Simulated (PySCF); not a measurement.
# I²⁺: excitation energy in x2c-QZVPPall plus 1 even-tempered diffuse shell per l

Wanted: the excitation energy of iodine, up a ladder of methods.

Method: unrestricted determinants in a Gaussian basis, no spin-orbit coupling in the energies. Code: PySCF 2.14.0.

## 1. The system

- Element: iodine (Z = 53)
- Basis: x2c-QZVPPall with one added diffuse shell each of s, p, d, f type (14s10p8d5f1g, 128 functions)
- Hamiltonian: scalar relativity by spin-free X2C-1e
- State 1: I²⁺: [Kr] 4d10 5s1 5p3 5d1, high-spin 6D determinant (an excited configuration)
- Needed too, but not shown: I²⁺ [Kr] 4d10 5s2 5p3 (4S)
- Methods: wB97X-V, M06, MN15

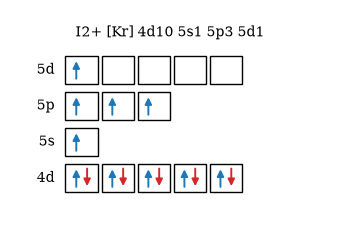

Occupation of the outer shells (arrows by Hund's rule).

The runs were made by one driver on top of PySCF. The scripts below sum up each run's settings (the driver also hands on starting orbitals that pick excited configurations, and frozen orbitals as a list rather than a count), and the logs come from the driver's own runs. The driver starts from symmetry-adapted Hartree-Fock orbitals, holds the occupation by maximum overlap and uses a logarithmic radial grid for functionals, so a plain start would take other cycles.

The integrals over 128 functions and the set-up took 4.4 s of CPU time.

## 2. I²⁺ [Kr] 4d10 5s1 5p3 5d1

Level: wB97X-V.

input.py

```python
from pyscf import gto, scf, dft, mp, cc
import basis_set_exchange as bse
mol = gto.M(atom="I 0 0 0", charge=2, spin=5, symmetry="D2h",
            basis=gto.basis.parse(bse.get_basis("x2c-QZVPPall", elements=["I"], fmt="nwchem", augment_diffuse=1)),
            nucmod="G")
mf = dft.UKS(mol, xc="WB97X_V").sfx2c1e()
mf.irrep_nelec = {'Ag': (9, 8), 'B1g': (3, 2), 'B2g': (2, 2), 'B3g': (2, 2), 'B1u': (4, 3), 'B2u': (4, 3), 'B3u': (4, 3)}
mf.kernel()
```

Standard output:

```text
damping factor = 0
level_shift factor = 0
DIIS = <class 'pyscf.scf.diis.CDIIS'>
diis_start_cycle = 1
diis_space = 10
diis_damp = 0
SCF conv_tol = 1e-09
SCF conv_tol_grad = None
number electrons alpha = 28  beta = 23
XC functionals = WB97X_V
    N. Mardirossian and M. Head-Gordon.,  Phys. Chem. Chem. Phys. 16, 9904-9924 (2014)
NLC functional = WB97X_V
cycle= 1 E= -7113.45683757228  delta_E= -0.0195  |g|= 0.0274  |ddm|= 0.226
cycle= 2 E= -7113.45699208875  delta_E= -0.000155  |g|= 0.0132  |ddm|= 0.0209
cycle= 3 E= -7113.4570106739  delta_E= -1.86e-05  |g|= 0.0046  |ddm|= 0.00869
cycle= 4 E= -7113.45701292963  delta_E= -2.26e-06  |g|= 0.000493  |ddm|= 0.00174
cycle= 5 E= -7113.45701312247  delta_E= -1.93e-07  |g|= 7.76e-05  |ddm|= 0.000623
cycle= 6 E= -7113.45701312868  delta_E= -6.21e-09  |g|= 1e-05  |ddm|= 8.75e-05
cycle= 7 E= -7113.45701312878  delta_E= -1e-10  |g|= 1.15e-06  |ddm|= 2.42e-05
converged SCF energy = -7113.45701312878  <S^2> = 8.7511095  2S+1 = 6.0003698
```

It used 14 s of CPU time after the integrals (shared host).

Orbital energies by shell (radii are means over both spins):

```
shell  electrons  mean orbital energy (eV)  spread (eV)  rms radius (bohr)
 1s α          1                  -33014.5            0             0.0311
 1s β          1                  -33014.2            0             0.0311
 2s α          1                   -5142.4            0              0.127
 2s β          1                   -5142.2            0              0.127
 2p α          3                   -4620.2        0.033              0.113
 2p β          3                   -4620.0        0.062              0.113
 3s α          1                   -1067.9            0              0.335
 3s β          1                   -1067.7            0              0.335
 3p α          3                   -897.65        0.100              0.336
 3p β          3                   -897.39        0.114              0.336
 3d α          5                   -641.30        0.091              0.314
 3d β          5                   -641.09        0.126              0.314
 4s α          1                   -213.83            0              0.787
 4s β          1                   -213.24            0              0.787
 4p α          3                   -159.92        0.182              0.844
 4p β          3                   -159.36        0.239              0.844
 4d α          5                   -80.306        0.209              0.987
 4d β          5                   -79.597        0.320              0.987
 5s α          1                   -45.120            0               1.97
 5p α          3                   -31.948        0.034               2.27
 5d α          1                   -16.298            0               3.25
```

⟨S²⟩ = 8.751, ⟨L²⟩ = 6.03.

Level: M06.

input.py, as changed from the run before:

```diff
@@ -5,3 +5,3 @@
             nucmod="G")
-mf = dft.UKS(mol, xc="WB97X_V").sfx2c1e()
+mf = dft.UKS(mol, xc="M06").sfx2c1e()
 mf.irrep_nelec = {'Ag': (9, 8), 'B1g': (3, 2), 'B2g': (2, 2), 'B3g': (2, 2), 'B1u': (4, 3), 'B2u': (4, 3), 'B3u': (4, 3)}
```

Standard output:

```text
damping factor = 0
level_shift factor = 0
DIIS = <class 'pyscf.scf.diis.CDIIS'>
diis_start_cycle = 1
diis_space = 10
diis_damp = 0
SCF conv_tol = 1e-09
SCF conv_tol_grad = None
number electrons alpha = 28  beta = 23
XC functionals = M06
    Y. Zhao and D. G. Truhlar.,  Theor. Chem. Acc. 120, 215 (2008)
    Y. Zhao and D. G. Truhlar.,  Theor. Chem. Acc. 120, 215 (2008)
cycle= 1 E= -7113.87195242074  delta_E= -0.0111  |g|= 0.0313  |ddm|= 0.249
cycle= 2 E= -7113.87203665643  delta_E= -8.42e-05  |g|= 0.0148  |ddm|= 0.0217
cycle= 3 E= -7113.87205897069  delta_E= -2.23e-05  |g|= 0.00573  |ddm|= 0.00921
cycle= 4 E= -7113.87206084103  delta_E= -1.87e-06  |g|= 0.000244  |ddm|= 0.00159
cycle= 5 E= -7113.87206085498  delta_E= -1.4e-08  |g|= 0.000104  |ddm|= 0.000342
cycle= 6 E= -7113.87206085719  delta_E= -2.2e-09  |g|= 5.39e-05  |ddm|= 5.65e-05
cycle= 7 E= -7113.87206085823  delta_E= -1.05e-09  |g|= 1.02e-05  |ddm|= 5.25e-05
cycle= 8 E= -7113.87206085825  delta_E= -1.82e-11  |g|= 6.91e-06  |ddm|= 1.15e-05
converged SCF energy = -7113.87206085825  <S^2> = 8.7507615  2S+1 = 6.0002538
```

It used 12 s of CPU time after the integrals (shared host).

Level: MN15.

input.py, as changed from the run before:

```diff
@@ -5,3 +5,3 @@
             nucmod="G")
-mf = dft.UKS(mol, xc="M06").sfx2c1e()
+mf = dft.UKS(mol, xc="MN15").sfx2c1e()
 mf.irrep_nelec = {'Ag': (9, 8), 'B1g': (3, 2), 'B2g': (2, 2), 'B3g': (2, 2), 'B1u': (4, 3), 'B2u': (4, 3), 'B3u': (4, 3)}
```

Standard output:

```text
damping factor = 0
level_shift factor = 0
DIIS = <class 'pyscf.scf.diis.CDIIS'>
diis_start_cycle = 1
diis_space = 10
diis_damp = 0
SCF conv_tol = 1e-09
SCF conv_tol_grad = None
number electrons alpha = 28  beta = 23
XC functionals = MN15
    H. S. Yu, X. He, S. L. Li, and D. G. Truhlar.,  Chem. Sci. 7, 5032-5051 (2016)
    H. S. Yu, X. He, S. L. Li, and D. G. Truhlar.,  Chem. Sci. 7, 5032-5051 (2016)
cycle= 1 E= -7118.7436082015  delta_E= -0.305  |g|= 0.422  |ddm|= 0.812
cycle= 2 E= -7118.74416069874  delta_E= -0.000552  |g|= 0.0963  |ddm|= 0.0684
cycle= 3 E= -7118.7444308905  delta_E= -0.00027  |g|= 0.0509  |ddm|= 0.0429
cycle= 4 E= -7118.74457759383  delta_E= -0.000147  |g|= 0.0014  |ddm|= 0.0163
cycle= 5 E= -7118.74457781566  delta_E= -2.22e-07  |g|= 0.000128  |ddm|= 0.000958
cycle= 6 E= -7118.74457782358  delta_E= -7.92e-09  |g|= 2.04e-05  |ddm|= 0.00021
cycle= 7 E= -7118.74457782421  delta_E= -6.36e-10  |g|= 1.08e-06  |ddm|= 8.35e-05
converged SCF energy = -7118.74457782421  <S^2> = 8.7513546  2S+1 = 6.0004515
```

It used 9.6 s of CPU time after the integrals (shared host).

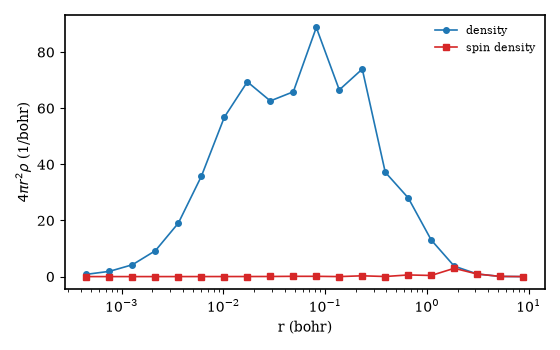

Radial density 4πr²ρ of I²⁺ at MN15, without picture-change correction, at 20 stored radii joined by straight lines.

## 3. The energy differences

Excitation energy: I²⁺ [Kr] 4d10 5s2 5p3 (4S) → I²⁺ [Kr] 4d10 5s1 5p3 5d1 (6D).

```
 method  value (eV)
    UHF      20.138
wB97X-V      22.649
    M06      23.033
   MN15      22.579
```

The differences also use runs on I²⁺ [Kr] 4d10 5s2 5p3 (4S), which are not shown here. The runs at UHF are not shown; their differences are listed all the same.

## 4. Summary of results

| quantity | value |
| --- | --- |
| excitation energy, I²⁺ → [Kr] 4d10 5s1 5p3 5d1 | UHF 20.138, MN15 22.579 eV |

What this shows: The methods span 2.895 eV, from UHF (20.138) to M06 (23.033). No reference value is at hand in this session. All values hold for this basis alone; no basis-set limit was taken.
